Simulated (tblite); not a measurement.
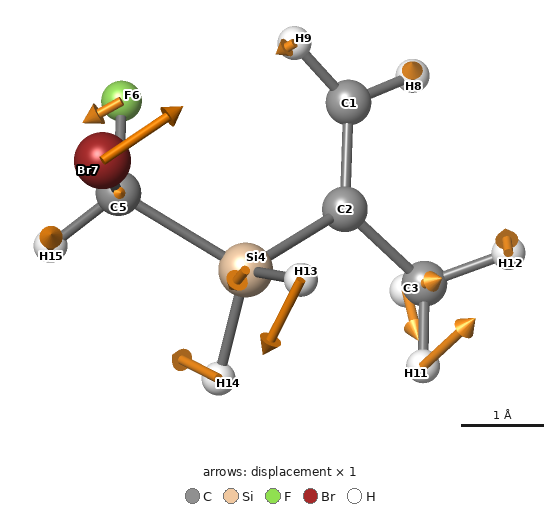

A relaxation of C₄H₈BrFSi. The starting structure is drawn; orange arrows show the displacements, at their true length. The two geometries are superimposed by the best rigid fit.

Style: ball-and-stick. Shown at a tilt.

Theory: GFN2-xTB geometry optimisation, gas phase (tblite). 

What happened in the run?

Answer. The atom that moves furthest after the best rigid fit is the Br atom (1.24 Å). Largest moves by element: Br 1.24 Å, H 1.19 Å, F 0.57 Å, Si 0.52 Å, C 0.34 Å. Some distances before and after: C–Si 1.843 → 1.930 Å, C–Si 1.827 → 1.882 Å, C–H 1.123 → 1.088 Å, Br–C 1.929 → 1.965 Å. Bond angles that change, for instance: C–Si–H 105.7° → 112.3°, Si–C–H 107.7° → 113.8°, C–Si–H 110.0° → 104.2°. Groups turn about C–Si by about 60°, C–C by about 50°, C–Si by about 35°. Over 179 geometry steps the energy falls by 0.514 eV. Cost: 2.3 s on 1 thread of Arm Neoverse N1 (shared host).
